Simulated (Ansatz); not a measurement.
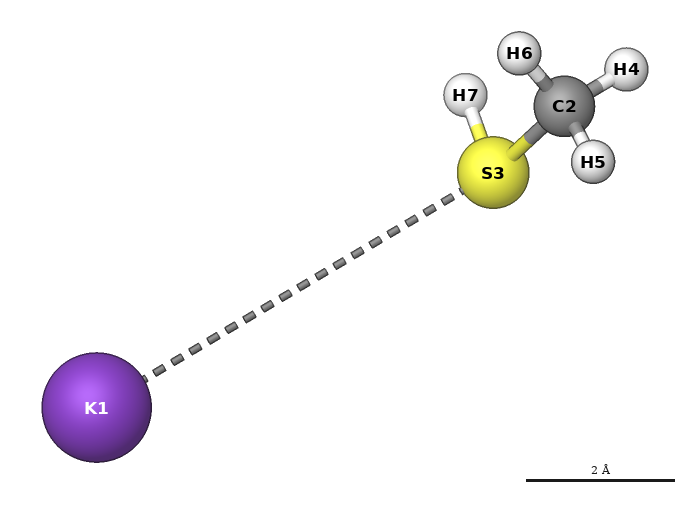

Two molecules or ions; the broken line marks their closest contact (measured against van der Waals radii). The species has charge +1 and is a spin singlet. Geometry: a pair of rigid molecules at a changed separation. Program: Ansatz 0.2.0.

**Which two species are they?**

K and CH4S (`CS.[K+]`).

**How long is the contact?**

K1···S3 is 6.32 Å.

Give the counterpoise-corrected interaction energy (kJ/mol, monomers kept as in the pair) with RHF-CCSD(T) (frozen core)/def2-TZVPPD; ωB97M-V/def2-TZVPPD.

```csv
level,interaction energy (kJ/mol)
RHF-CCSD(T) (frozen core)/def2-TZVPPD,−11.4
ωB97M-V/def2-TZVPPD,−11.6
```
